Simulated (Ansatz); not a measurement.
**Pressure series in LiNbO3**

Take LiNbO3 (space group R3c, No. 161; a = 5.137 Å, c = 13.885 Å (hexagonal axes)) as the base.

Cell and atoms are relaxed at each pressure.

Level of theory: r2SCAN (Ansatz, a quantum-chemistry and plane-wave program), no spin-orbit coupling.

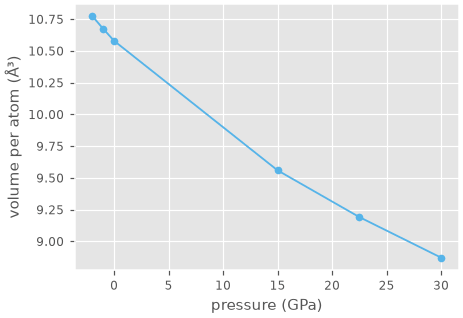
*Volume per atom against pressure*

```
pressure (GPa)  volume per atom
--------------  ---------------
-2                     10.77 Å³
-1                     10.67 Å³
15                      9.56 Å³
22.5                    9.19 Å³
30                      8.87 Å³
```

Load acts through the strain it causes; cell and atoms are relaxed under it. No phonon test of stability was made. Competing high-pressure phases were not computed.
